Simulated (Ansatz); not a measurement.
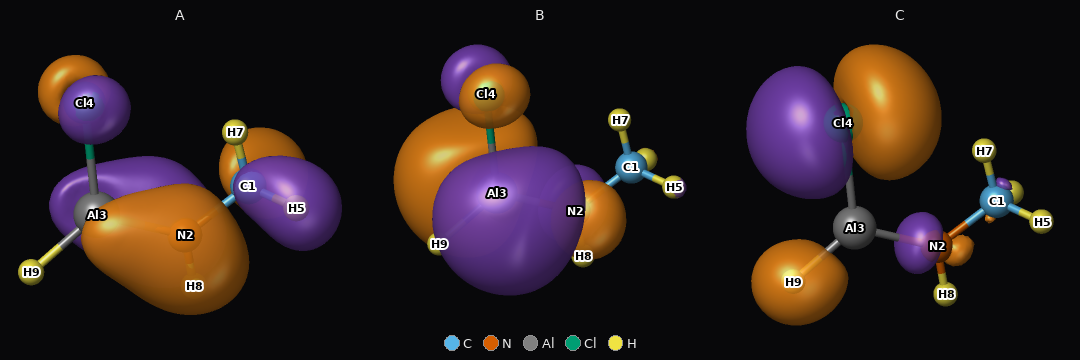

Figure. CH5AlClN. Three frontier orbitals at ±0.08 Å⁻³ᐟ² (orange and purple are the two phases), in no order.

Theory: Ansatz 0.2.0, RKS PBE-D4/6-31G.

```xyz
9

C     0.0087    0.7850   -1.0333
N     0.1421   -0.5249   -0.3744
Al   -0.0144   -0.9033    1.3744
Cl   -0.4595    0.8313    2.6707
H     0.9388    1.0751   -1.5575
H    -0.8172    0.7897   -1.7694
H    -0.2079    1.5574   -0.2784
H     0.3479   -1.2843   -1.0286
H     0.1501   -2.3723    1.9796
```

Q: Order the three orbitals by energy and name them.

A: C is the HOMO−1 (−7.21 eV). By Hirshfeld shares it lies mainly on Cl4 (about 85 %); largely a lone pair of Cl4. A is the HOMO (−5.75 eV). Its weight (Hirshfeld) is mainly on N2 (about 60 %), Al3 (about 15 %) and C1 (about 10 %). B is the LUMO (−1.49 eV). Its weight (Hirshfeld) is mainly on Al3 (about 70 %), N2 (about 15 %) and Cl4 (about 10 %).

Q: What is the HOMO–LUMO gap?

A: 4.26 eV between the orbital energies.
